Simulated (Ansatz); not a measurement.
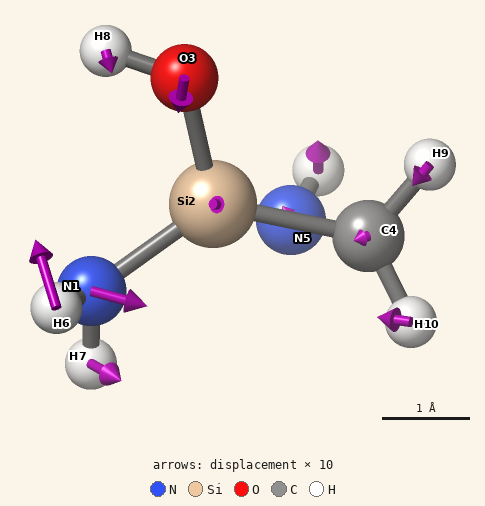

This is a relaxation of CH6N2OSi. The starting structure is drawn; purple arrows show the displacements, magnified 10 times. The two geometries are superimposed by the best rigid fit.

Style: ball-and-stick. Shown at a tilt.

The start comes from PBE-D4/def2-SVP.

These are results of RKS PBE0-D4/def2-TZVP (Ansatz 0.2.0), not measurements.

The input:
```yaml
crystal:
  periodic: [false, false, false]
  atoms:
    - {symbol: N, position_ang: [1.074199, 1.414177, 0.533165]}
    - {symbol: Si, position_ang: [0.132180, -0.019209, 0.315489]}
    - {symbol: O, position_ang: [0.257023, -0.948574, 1.705645]}
    - {symbol: C, position_ang: [-1.314352, -0.418998, -0.756415]}
    - {symbol: N, position_ang: [0.099989, -0.619113, -1.286483]}
    - {symbol: H, position_ang: [0.899628, 2.009717, 1.346558]}
    - {symbol: H, position_ang: [1.241645, 1.978060, -0.304114]}
    - {symbol: H, position_ang: [1.153536, -0.938281, 2.086106]}
    - {symbol: H, position_ang: [-1.887760, -1.334613, -0.495023]}
    - {symbol: H, position_ang: [-1.933486, 0.296394, -1.335933]}
    - {symbol: H, position_ang: [0.342698, -1.476461, -1.788295]}
basis:
  gaussian: {orbitals: def2-TZVP}
hamiltonian: {xc: pbe0, dispersion: d4}
relax: {f_tol: 0.005, max_steps: 150}
```

Command:
```bash
ansatz run in.yaml --threads 4 --pin off --events-out ev --progress --plain --max-ram 10444MiB
```

**Describe the change and its energy.**

Over 7 accepted moves (10 points after the start) the energy falls by 9.66 kJ/mol. Largest force component: 0.68 eV/Å at the start, 0.0021 eV/Å at the end. The line search rejected the trial steps at points 3, 7, 9 of the run. The atom that moves furthest after the best rigid fit is H6 (0.090 Å). By element the largest moves are H 0.090 Å, N 0.068 Å, O 0.055 Å, Si 0.021 Å, C 0.020 Å. Near-neighbour distances that change, for instance: Si2–O3 1.677 → 1.638 Å, N1–Si2 1.729 → 1.698 Å, Si2–N5 1.711 → 1.680 Å, Si2–C4 1.844 → 1.814 Å. Bond angles that change, for instance: Si2–O3–H8 112.7° → 116.0°, Si2–N1–H7 116.3° → 118.9°, Si2–N1–H6 119.3° → 121.4°. The run took 32 s on 4 threads of Arm Neoverse V1, on a shared host.
